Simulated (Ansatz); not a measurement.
# C$_{2}$H$_{6}$OSi (SMILES C[SiH2]C=O): what the fields show

Input file:

```
crystal:
  periodic: [false, false, false]
  atoms:
    - {symbol: C, position_ang: [-0.937126, -0.566359, -0.936431]}
    - {symbol: Si, position_ang: [-0.300540, 0.187770, 0.639859]}
    - {symbol: C, position_ang: [1.592550, 0.503918, 0.485056]}
    - {symbol: O, position_ang: [2.209168, 0.226124, -0.513810]}
    - {symbol: H, position_ang: [-0.425095, -1.509246, -1.138875]}
    - {symbol: H, position_ang: [-0.751221, 0.103114, -1.778708]}
    - {symbol: H, position_ang: [-2.010096, -0.759358, -0.875975]}
    - {symbol: H, position_ang: [-0.495923, -0.696662, 1.823075]}
    - {symbol: H, position_ang: [-0.934715, 1.500164, 0.949398]}
    - {symbol: H, position_ang: [2.136200, 0.959334, 1.349310]}
basis:
  gaussian: {orbitals: def2-TZVPP}
hamiltonian: {xc: pbe0, dispersion: d4}
output: {orbitals: {seedname: orbitals}}
```

Launched as:

```sh
ansatz run in.yaml --threads 2 --pin off --events-out ev --progress --plain --max-ram 4352MiB
```

Geometry: PBE0-D4/def2-TZVP.

All numbers below come from RKS PBE0-D4/def2-TZVPP in Ansatz 0.2.0.

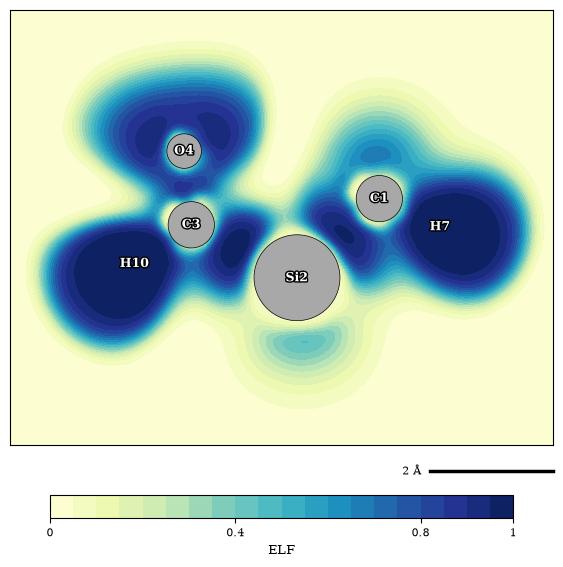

Figure 1. Electron localisation function on the plane of atoms Si2, C3 and O4. Grey discs cover the atomic cores.

Read the bonding off the picture.

Answer. The section cuts through C, Si, O and H sites. C–O (1.21 Å): the ELF peaks at about 0.85 between the atoms (a multiple bond). C–Si (1.86 Å): the ELF peaks at about 0.95 between the atoms (a shared electron pair). C–H (1.09 Å): the ELF climbs to about 1 towards the hydrogen, as it does in any bond to H (a covalent bond by its length). C–Si (1.93 Å): the ELF peaks at about 1 between the atoms, as expected for a shared electron pair. The ELF also peaks beside O4, away from the bonds: lone-pair regions.

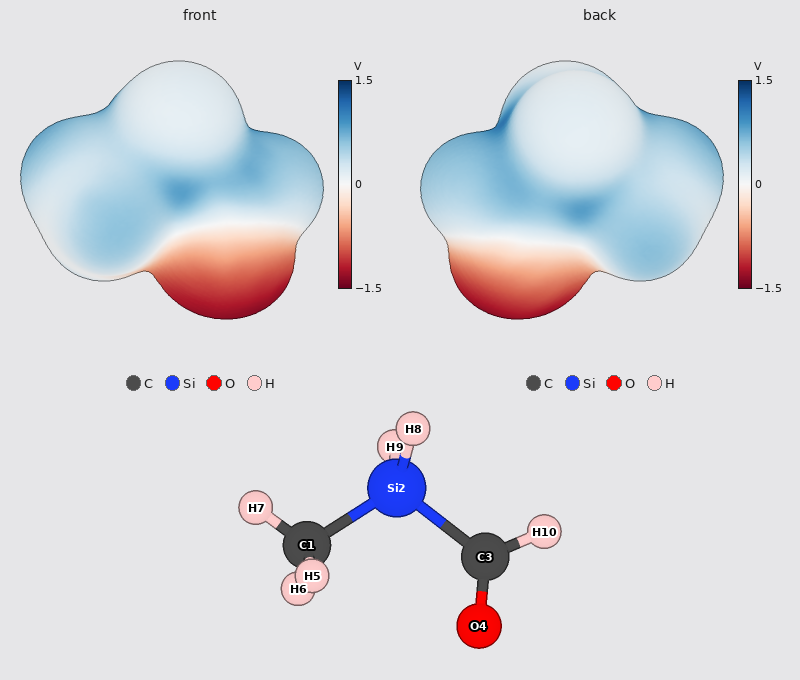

Figure 2. The molecular electrostatic potential painted on the density surface at 0.001 e/bohr³, seen from the front and from behind; the colour scale runs from red (negative) to blue (positive). The bare structure is drawn below in the same view.

Describe the electrostatic potential map.

Answer. The most negative region (about −1.3 V) lies over O4, the most positive (about +1.0 V) over Si2. O4 is the likeliest acceptor of a hydrogen bond.

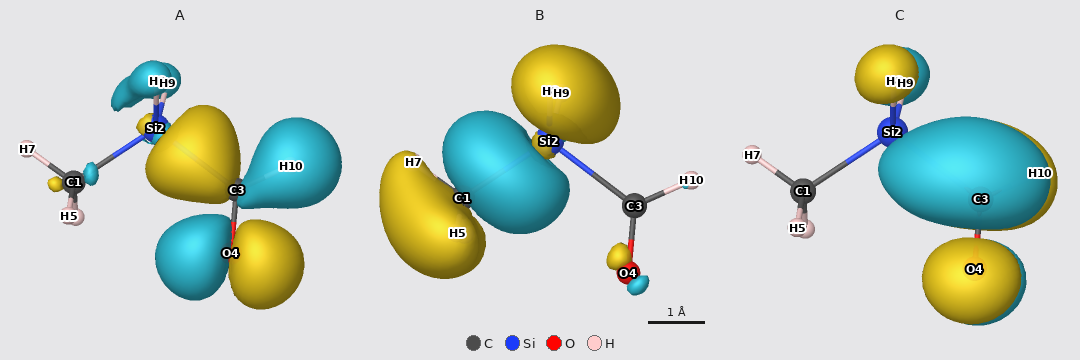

Figure 3. Three frontier orbitals at ±0.1 Å⁻³ᐟ² (yellow and cyan are the two phases), in no order.

Order the three orbitals by energy and name them.

Answer. B is the HOMO−1 (−9.53 eV). Its weight (Hirshfeld) is mainly on C1 (about 40 %), Si2 (about 30 %), H8 (about 5 %) and H9 (about 5 %). A is the HOMO (−6.94 eV). It lies mainly on O4 (about 50 %), C3 (about 20 %), Si2 (about 15 %) and H10 (about 10 %). C is the LUMO (−1.45 eV). Its weight (Hirshfeld) is mainly on C3 (about 45 %), O4 (about 30 %) and Si2 (about 15 %); π-antibonding (π*) across C3–O4.

What is the HOMO–LUMO gap?

Answer. 5.49 eV between the orbital energies.
